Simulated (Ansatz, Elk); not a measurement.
**How far do independent atoms describe InAg2Te4As?**

The structure of InAg2Te4As used here is made up (a known structure type with other elements) and was relaxed beforehand with PBE. The aim is the Fourier transform of its all-electron density, F(hkl), set beside the sum over free spherical atoms that refinements use.

Program: Elk 11.2.3 (patched build). Level of theory: DFT, PBE, all-electron APW+lo, Dirac cores, scalar-relativistic bands, static density, no spin. Results are calculated unless marked as measured.

The structure was built from a prototype and need not be the compound's stable phase.

### 1. Starting point

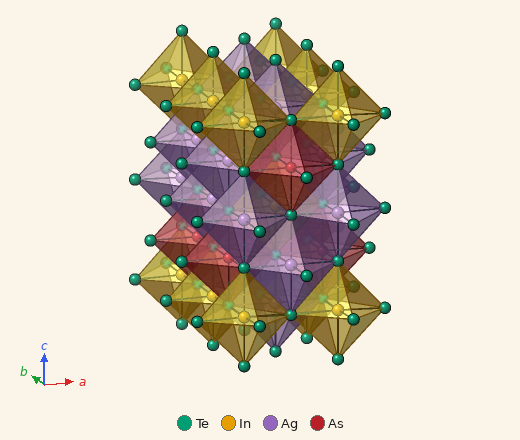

The cell as given, slightly off an axis (tellurium teal, indium orange, silver purple, arsenic red). 1×2×1 cells are drawn. This picture shows the conventional cell, with its axes. Some periodic images of atoms are drawn too.

### 2. Ground state and structure factors

An all-electron density is needed, since X-rays see the cores too. Task 0 finds the density and task 195 Fourier-transforms it; tshift is off so that phases refer to the origin typed.

elk.in reads:

```
tasks
  0
  195

xctype
  20

spinpol
  .false.

rgkmax
  7.0

gmaxvr
  14.0

lmaxo
  7

lmaxapw
  8

swidth
  0.002

tshift
  .false.

ramdisk
  .false.

hmaxvr
  5.5

maxscl
  120

epspot
  1e-06

sppath
  './'

avec
  -5.63466103041 5.63466103041 11.39355326461
  5.63466103041 -5.63466103041 11.39355326461
  5.63466103041 5.63466103041 -11.39355326461

atoms
  4
  'Te.in'
  4
  0.2522270321 0.2522270321 0.0000000000   0.000000 0.000000 0.000000
  0.5066338081 0.0066338081 0.5000000000   0.000000 0.000000 0.000000
  0.7477729679 0.7477729679 0.0000000000   0.000000 0.000000 0.000000
  0.9933661919 0.4933661919 0.5000000000   0.000000 0.000000 0.000000
  'In.in'
  1
  0.0000000000 0.0000000000 -0.0000000000   0.000000 0.000000 0.000000
  'Ag.in'
  2
  0.2500000000 0.7500000000 0.5000000000   0.000000 0.000000 0.000000
  0.5000000000 0.5000000000 0.0000000000   0.000000 0.000000 0.000000
  'As.in'
  1
  0.7500000000 0.2500000000 0.5000000000   0.000000 0.000000 0.000000

ngridk
  5 5 5
```

On the command line:

```console
> OMP_NUM_THREADS=4 elk
```

Numbers of over 12 decimals in the logs are rounded to 6 here.

Output:

```text
┌─────────────────────────┐
│ Elk code version 11.2.3 │
└─────────────────────────┘

All units are atomic (Hartree, Bohr, etc.)

┌─────────────────────────────────────────────────┐
│ Ground-state run starting from atomic densities │
└─────────────────────────────────────────────────┘

Lattice vectors :
  -5.634661030       5.634661030       11.39355326
   5.634661030      -5.634661030       11.39355326
   5.634661030       5.634661030      -11.39355326

Reciprocal lattice vectors :
  0.2889623069E-16  0.5575477631      0.2757342315
  0.5575477631      0.2889623069E-16  0.2757342315
  0.5575477631      0.5575477631     -0.2309705063E-17

Unit cell volume      :    1446.954145
Brillouin zone volume :   0.1714292152

Muffin-tin inner radius fraction :   0.1000000000E-01

Nuclei treated as point charges

Species : 1 (Te)
 parameters loaded from : Te.in
 name : tellurium
 nuclear charge    :   -52.00000000
 electronic charge :    52.00000000
 atomic mass :    232600.5708
 muffin-tin radius :    2.600000000
 number of radial points in muffin-tin :   1193
 inner part over the whole radius :   0.9992174838E-02
 number on inner part of muffin-tin    :    851
 approximate nuclear radius :   0.8944870508E-04
 number of mesh points to nuclear radius :    430
 atomic positions (lattice), magnetic fields (Cartesian) :
  1 :   0.25222703  0.25222703  0.00000000    0.00000000  0.00000000  0.00000000
  2 :   0.50663381  0.00663381  0.50000000    0.00000000  0.00000000  0.00000000
  3 :   0.74777297  0.74777297  0.00000000    0.00000000  0.00000000  0.00000000
  4 :   0.99336619  0.49336619  0.50000000    0.00000000  0.00000000  0.00000000

Species : 2 (In)
 parameters loaded from : In.in
 name : indium
 nuclear charge    :   -49.00000000
 electronic charge :    49.00000000
 atomic mass :    209300.4102
 muffin-tin radius :    2.600000000
 number of radial points in muffin-tin :   1193
 inner part over the whole radius :   0.9943151076E-02
 number on inner part of muffin-tin    :    850
 approximate nuclear radius :   0.8768807633E-04
 number of mesh points to nuclear radius :    427
 atomic positions (lattice), magnetic fields (Cartesian) :
  1 :   0.00000000  0.00000000  0.00000000    0.00000000  0.00000000  0.00000000

Species : 3 (Ag)
 parameters loaded from : Ag.in
 name : silver
 nuclear charge    :   -47.00000000
 electronic charge :    47.00000000
 atomic mass :    196631.6998
 muffin-tin radius :    2.600000000
 number of radial points in muffin-tin :   1193
 inner part over the whole radius :   0.9869554211E-02
 number on inner part of muffin-tin    :    849
 approximate nuclear radius :   0.8648227117E-04
 number of mesh points to nuclear radius :    425
 atomic positions (lattice), magnetic fields (Cartesian) :
  1 :   0.25000000  0.75000000  0.50000000    0.00000000  0.00000000  0.00000000
  2 :   0.50000000  0.50000000  0.00000000    0.00000000  0.00000000  0.00000000

Species : 4 (As)
 parameters loaded from : As.in
 name : arsenic
 nuclear charge    :   -33.00000000
 electronic charge :    33.00000000
 atomic mass :    136573.7220
 muffin-tin radius :    2.400000000
 number of radial points in muffin-tin :    993
 inner part over the whole radius :   0.9862024899E-02
 number on inner part of muffin-tin    :    702
 approximate nuclear radius :   0.7712558785E-04
 number of mesh points to nuclear radius :    341
 atomic positions (lattice), magnetic fields (Cartesian) :
  1 :   0.75000000  0.25000000  0.50000000    0.00000000  0.00000000  0.00000000

Total number of atoms per unit cell :    8
Total muffin-tin volume :    573.2610723
 ratio of muffin-tin to unit cell volume :   0.3961846852

Spin treatment :
 spin-unpolarised

Number of Bravais lattice symmetries :   16
Number of crystal symmetries         :    8
Crystal has no inversion symmetry
Complex Hermitian eigensolver will be used

k-point grid :      5     5     5
k-point offset :    0.000000000       0.000000000       0.000000000
[...]
(states/Hartree/unit cell)

Estimated indirect band gap :   0.3267157386E-02
 from k-point 14 to k-point 11
Estimated direct band gap   :   0.9401859522E-02
 at k-point 16

Charges :
 core                        :    248.0000000
 valence                     :    136.0000000
 interstitial                :    14.69494923
 muffin-tins (core leakage)
  species : 1 (Te)
[...]
species : 2 (In)
[...]
species : 3 (Ag)
[...]
species : 4 (As)
[...]
total in muffin-tins        :    369.3050508
 total calculated charge     :    383.9963927
 total charge                :    384.0000000
 error                       :   0.3607316553E-02

RMS change in Kohn-Sham potential (target) :   0.1246468802     (  0.1000000000E-05)
Absolute change in total energy (target)   :   0.2875352217     (  0.1000000000E-03)

[... loops 3 to 16 left out ...]

┌──────────────────┐
│ Loop number : 17 │
└──────────────────┘

Energies :
 Fermi                       :     0.207231
 sum of occupied eigenvalues :     -27732.087729327
 electron kinetic            :      48370.702142718
 core electron kinetic       :      46914.608946047
 Coulomb                     :     -93089.723554058
 Coulomb potential           :     -74474.966040521
 nuclear-nuclear             :     -4662.9230826067
 electron-nuclear            :     -102474.33747197
 Hartree                     :      14047.537000523
 Madelung                    :     -55852.240533797
 xc potential                :     -1627.8238315236
 exchange                    :     -1226.9870777561
 correlation                 :     -20.563129951684
 electron entropic           :    -0.12064335722754E-02
 total energy                :     -45966.572825481

Density of states at Fermi energy :    84.69101932
 (states/Hartree/unit cell)

Estimated indirect band gap :   0.3481779964E-02
 from k-point 14 to k-point 11
Estimated direct band gap   :   0.4920809436E-02
 at k-point 14

Charges :
 core                        :    248.0000000
 valence                     :    136.0000000
 interstitial                :    14.17525257
 muffin-tins (core leakage)
  species : 1 (Te)
[...]
species : 2 (In)
[...]
species : 3 (Ag)
[...]
species : 4 (As)
[...]
total in muffin-tins        :    369.8247474
 total calculated charge     :    383.9964691
 total charge                :    384.0000000
 error                       :   0.3530878634E-02

RMS change in Kohn-Sham potential (target) :   0.6511816832E-07 (  0.1000000000E-05)
Absolute change in total energy (target)   :   0.2329379640E-04 (  0.1000000000E-03)

Convergence targets achieved

┌──────────────────┐
│ Loop number : 18 │
└──────────────────┘

Energies :
 Fermi                       :     0.207231
 sum of occupied eigenvalues :     -27732.087716672
 electron kinetic            :      48370.702156454
 core electron kinetic       :      46914.608956739
 Coulomb                     :     -93089.723555555
 Coulomb potential           :     -74474.966041673
 nuclear-nuclear             :     -4662.9230826067
 electron-nuclear            :     -102474.33747287
 Hartree                     :      14047.536999917
 Madelung                    :     -55852.240534718
 xc potential                :     -1627.8238314535
 exchange                    :     -1226.9870777211
 correlation                 :     -20.563129955203
 electron entropic           :    -0.12064335051723E-02
 total energy                :     -45966.572813210

Density of states at Fermi energy :    84.69101424
 (states/Hartree/unit cell)

Estimated indirect band gap :   0.3481779668E-02
 from k-point 14 to k-point 11
Estimated direct band gap   :   0.4920810625E-02
 at k-point 14

Charges :
 core                        :    248.0000000
 valence                     :    136.0000000
 interstitial                :    14.17525239
 muffin-tins (core leakage)
  species : 1 (Te)
[...]
species : 2 (In)
[...]
species : 3 (Ag)
   atom 1                    :    45.82723636     ( -0.3322747659E-06)
   atom 2                    :    45.85315046     ( -0.3322734408E-06)
  species : 4 (As)
   atom 1                    :    31.20656325     (  0.1384424617E-03)
 total in muffin-tins        :    369.8247476
 total calculated charge     :    383.9964691
 total charge                :    384.0000000
 error                       :   0.3530879119E-02

┌──────────────────────────────┐
│ Self-consistent loop stopped │
└──────────────────────────────┘

Warning : core states of species 1 leak from the muffin-tin :   0.3988490423E-03

Warning : core states of species 2 leak from the muffin-tin :   0.1283541563E-03

Warning : core states of species 4 leak from the muffin-tin :   0.1384424617E-03

Wrote STATE.OUT
```

Wall time 2.2 min (4 threads of Arm Neoverse V2, shared host); peak memory 0.42 GiB; 6.4 min of CPU time.

SFACRHO.OUT:

```text

h k l indices transformed by vhmat matrix:
   1.000000000       0.000000000       0.000000000    
   0.000000000       1.000000000       0.000000000    
   0.000000000       0.000000000       1.000000000    

      h      k      l  multipl.   |H|            Re(F)            Im(F)           |F|

      0      0      0      1   0.0000000       384.00000     -0.75530925E-15   384.00000    
     -1     -1      1      2  0.55146846       15.074118      0.56672346E-13   15.074118    
      0     -1      1      4  0.62200392      0.26805066      -9.4783080       9.4820975    
     -1      0      1      4  0.62200392      0.26805066       9.4783080       9.4820975    
      0      0     -1      4  0.78849161       14.744841     -0.87491616E-13   14.744841    
      1      1      0      8  0.96220397      -26.592888      0.54946127E-13   26.592888    
     -2     -1      2      4  0.99755892       5.2770992      -23.933898       24.508759    
     -1     -2      2      4  0.99755892       5.2770992       23.933898       24.508759    
      2      2     -2      2   1.1029369       323.35259     -0.70920678E-13   323.35259    
      1     -1     -1      4   1.1150955       323.86150      0.78065356E-13   323.86150    
      2      0     -2      4   1.2440078       13.318526      0.12222118E-02   13.318526    
     -2      0      2      4   1.2440078       13.318526     -0.12222118E-02   13.318526    
     -1      2      0      8   1.2768426      0.41462223       8.3516914       8.3619771    
     -1      2     -1      8   1.2768426      0.41462223      -8.3516914       8.3619771    
      2      2     -3      8   1.3557982       14.219783     -0.57962812E-13   14.219783    
     -2     -3      2      4   1.4871428      -3.9745026      -5.3541293       6.6680861    
      3      2     -3      4   1.4871428      -3.9745026       5.3541293       6.6680861    
      1      2      0      8   1.4961824       4.9612443      -21.232196       21.804130
```

Elk indexes on the primitive cell of elk.in and gives |H| = 4π sin θ/λ in inverse bohr. Below, one row stands for each form hkl of the conventional cell (m members, Friedel mates merged), F is for one primitive cell and the density is static (no thermal factor). Free-atom factors are Waasmaier and Kirfel's, and R is Σm||F|−|F'||/Σm|F|.

| hkl | m | sin θ/λ (Å⁻¹) | abs F, DFT | neutral atoms | diff. | abs of complex diff. |
| --- | --- | --- | --- | --- | --- | --- |
| 002 | 2 | 0.083 | 15.074 | 14.983 | +0.091 | 0.091 |
| 101 | 8 | 0.093 | 9.482 | 9.494 | -0.012 | 0.031 |
| 110 | 4 | 0.119 | 14.745 | 14.780 | -0.035 | 0.035 |
| 112 | 8 | 0.145 | 26.593 | 26.079 | +0.514 | 0.514 |
| 103 | 8 | 0.150 | 24.509 | 24.603 | -0.094 | 0.131 |
| 004 | 2 | 0.166 | 323.353 | 323.544 | -0.191 | 0.191 |
| 200 | 4 | 0.168 | 323.861 | 324.011 | -0.150 | 0.150 |
| 202 | 8 | 0.187 | 13.319 | 13.402 | -0.083 | 0.083 |
| 211 | 16 | 0.192 | 8.362 | 8.591 | -0.229 | 0.263 |
| 114 | 8 | 0.204 | 14.220 | 14.358 | -0.138 | 0.138 |
| 105 | 8 | 0.224 | 6.668 | 6.639 | +0.029 | 0.168 |
| 213 | 16 | 0.225 | 21.804 | 21.938 | -0.134 | 0.162 |
| 204 | 8 | 0.236 | 290.656 | 291.260 | -0.604 | 0.604 |
| 220 | 4 | 0.237 | 291.351 | 291.915 | -0.564 | 0.564 |
| 006 | 2 | 0.249 | 10.373 | 10.265 | +0.108 | 0.108 |
| 222 | 8 | 0.251 | 12.066 | 12.114 | -0.048 | 0.048 |
| 301 | 8 | 0.255 | 7.497 | 7.497 | -0.000 | 0.139 |
| 310 | 8 | 0.265 | 12.156 | 12.053 | +0.102 | 0.102 |
| 116 | 8 | 0.276 | 20.565 | 20.363 | +0.202 | 0.202 |
| 312 | 16 | 0.278 | 22.860 | 22.635 | +0.224 | 0.224 |
| 215 | 16 | 0.280 | 6.312 | 6.338 | -0.026 | 0.026 |
| 303 | 8 | 0.281 | 19.983 | 19.915 | +0.067 | 0.088 |

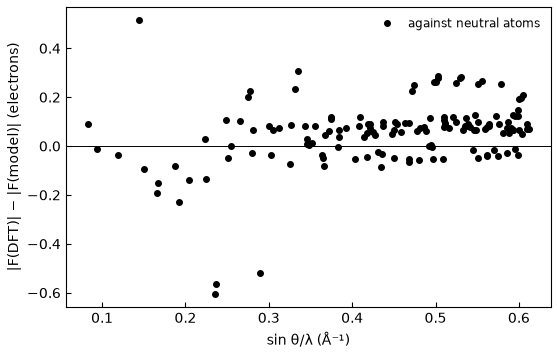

Difference between the calculated structure factors and the independent-atom ones.

### 3. The highest occupied states alone

An energy window below the Fermi level keeps the highest occupied states, to see at which angles they scatter; shallow core shells can lie inside it and anion s states outside. No new self-consistency is needed.

elk.in, as its differences from that of step 2:

```diff
@@ -1,3 +1,2 @@
 tasks
-  0
   195
@@ -40,2 +39,5 @@
 
+wsfac
+  -0.344010 0.507230
+
 sppath
```

On the command line:

```console
> OMP_NUM_THREADS=4 elk
```

Output:

```text
┌─────────────────────────────────┐
│ Elk code version 11.2.3 started │
└─────────────────────────────────┘

Info(readinput): the functional depends on the density's gradient
 muffin-tin radial points multiplied by    2.00000
 (not where nrmtscf is given)

┌────────────────────┐
│ Current task : 195 │
└────────────────────┘

Info(sfacrho): density structure factors written to SFACRHO.OUT

 Energy window :  -0.3440100000      0.5072300000

┌──────────────────┐
│ Elk code stopped │
└──────────────────┘
```

Elapsed: 39 s, on 4 threads; peak memory 0.28 GiB.

States within 15 eV below the Fermi level hold 64.00 electrons; any levels below the window count with the cores. Their amplitudes can exceed the total, where window and core parts have opposite phase:

| hkl | sin θ/λ (Å⁻¹) | abs F, window | abs F, all |
| --- | --- | --- | --- |
| 002 | 0.083 | 7.367 | 15.074 |
| 101 | 0.093 | 5.517 | 9.482 |
| 110 | 0.119 | 6.771 | 14.745 |
| 112 | 0.145 | 16.253 | 26.593 |
| 103 | 0.150 | 5.657 | 24.509 |
| 004 | 0.166 | 26.959 | 323.353 |
| 200 | 0.168 | 26.614 | 323.861 |
| 202 | 0.187 | 5.639 | 13.319 |
| 211 | 0.192 | 4.389 | 8.362 |
| 114 | 0.204 | 5.280 | 14.220 |

### 4. Another functional

The difference from free atoms is small, so it is set against the change that PBEsol makes.

elk.in, as its differences from that of step 3:

```diff
@@ -1,2 +1,3 @@
 tasks
+  0
   195
@@ -4,3 +5,3 @@
 xctype
-  20
+  22
 
@@ -39,5 +40,2 @@
 
-wsfac
-  -0.344010 0.507230
-
 sppath
```

On the command line:

```console
> OMP_NUM_THREADS=4 elk
```

Output:

```text
┌─────────────────────────┐
│ Elk code version 11.2.3 │
└─────────────────────────┘

All units are atomic (Hartree, Bohr, etc.)

┌─────────────────────────────────────────────────┐
│ Ground-state run starting from atomic densities │
└─────────────────────────────────────────────────┘

Lattice vectors :
  -5.634661030       5.634661030       11.39355326
   5.634661030      -5.634661030       11.39355326
   5.634661030       5.634661030      -11.39355326

Reciprocal lattice vectors :
  0.2889623069E-16  0.5575477631      0.2757342315
[...]
species : 4 (As)
   atom 1                    :    31.20105081     (  0.1402021416E-03)
 total in muffin-tins        :    369.7770983
 total calculated charge     :    383.9964549
 total charge                :    384.0000000
 error                       :   0.3545093986E-02

┌──────────────────────────────┐
│ Self-consistent loop stopped │
└──────────────────────────────┘

Warning : core states of species 1 leak from the muffin-tin :   0.4026595122E-03

Warning : core states of species 2 leak from the muffin-tin :   0.1298620004E-03

Warning : core states of species 4 leak from the muffin-tin :   0.1402021416E-03

Wrote STATE.OUT
[key lines of the parts left out:]
total energy                :     -45945.760347072
```

It took 2.2 min on 4 threads; peak memory 0.43 GiB.

Against the first run R = 0.02 %; the largest change is -0.075 at 004.

### 5. A coarser k-mesh

About half the k-points along each axis test the sampling.

elk.in, as its differences from that of step 4:

```diff
@@ -5,3 +5,3 @@
 xctype
-  22
+  20
 
@@ -68,2 +68,2 @@
 ngridk
-  5 5 5
+  2 2 2
```

On the command line:

```console
> OMP_NUM_THREADS=4 elk
```

Output:

```text
┌─────────────────────────┐
│ Elk code version 11.2.3 │
└─────────────────────────┘

All units are atomic (Hartree, Bohr, etc.)

┌─────────────────────────────────────────────────┐
│ Ground-state run starting from atomic densities │
└─────────────────────────────────────────────────┘

Lattice vectors :
  -5.634661030       5.634661030       11.39355326
   5.634661030      -5.634661030       11.39355326
   5.634661030       5.634661030      -11.39355326

Reciprocal lattice vectors :
  0.2889623069E-16  0.5575477631      0.2757342315
[...]
species : 4 (As)
   atom 1                    :    31.23932803     (  0.1392339947E-03)
 total in muffin-tins        :    369.8102924
 total calculated charge     :    383.9964930
 total charge                :    384.0000000
 error                       :   0.3506965191E-02

┌──────────────────────────────┐
│ Self-consistent loop stopped │
└──────────────────────────────┘

Warning : core states of species 1 leak from the muffin-tin :   0.3978936142E-03

Warning : core states of species 2 leak from the muffin-tin :   0.1281799433E-03

Warning : core states of species 4 leak from the muffin-tin :   0.1392339947E-03

Wrote STATE.OUT
[key lines of the parts left out:]
total energy                :     -45966.563489844
```

Elapsed: 65 s, on 4 threads; peak memory 0.4 GiB.

Against the first run R = 0.04 %; the largest change is -0.244 at 002.

### 6. Settings against the effect

| run | R against the first run (%) | R against neutral atoms, low angle (%) | wall time |
| --- | --- | --- | --- |
| PBE, rgkmax 7 | 0.00 | 0.33 | 2.2 min |
| PBEsol | 0.02 | 0.35 | 2.2 min |
| k-mesh 2×2×2 | 0.04 | 0.33 | 65 s |

### 7. Summary of results

```yaml
r_against_neutral_atoms_sin_theta_lambda_0p3_a_minus1: 0.33 %
r_against_neutral_atoms_0p3_to_0p61_a_minus1: 0.24 %
```

What this shows: Independent neutral atoms miss the calculated amplitudes by R = 0.33 % below 0.3 Å⁻¹ and 0.24 % from there to 0.61 Å⁻¹; by shells, 1.20 % below 0.15 Å⁻¹ (4 forms), 0.30 % 0.15 to 0.3 (19 forms), 0.16 % 0.3 to 0.45 (42 forms), 0.28 % above 0.45 (84 forms). Bonding, aspherical density and the tables' own atoms all enter these figures, and the runs don't part them. The largest change of an amplitude is -0.60 electrons, at 204. R counts amplitudes alone; phases shift too. The window's part falls from 64.0 electrons at the origin to at most 1.27 between 0.45 and 0.61 Å⁻¹, where compact states inside the window still scatter. The window holds more than the 54 outer electrons of the free atoms, so shallow core shells lie inside it. Below 0.3 Å⁻¹ the changes that finished (PBEsol and k-mesh 2×2×2) move F by R = 0.09 % at most, against the 0.33 % that separates it from free atoms. A single amplitude moves by up to 0.24 electrons, against 0.60 for the largest difference from free atoms. The basis has no finished test. These runs have no spin, though d or f shells may be open. Part of the difference isn't bonding: the tables are fits to free atoms and ions calculated by other methods than this functional. Thermal motion, anomalous dispersion and extinction are left out.

[Logs are printed without paths, hosts, clocks, repeated set-up lines and the standing remarks that a program may print on its own settings, such as how far it seeks lower states.]

[Hosts, paths, dates, database ids (printed as entryN), source tags and the programs' standing remarks are cut or masked in the printed files.]
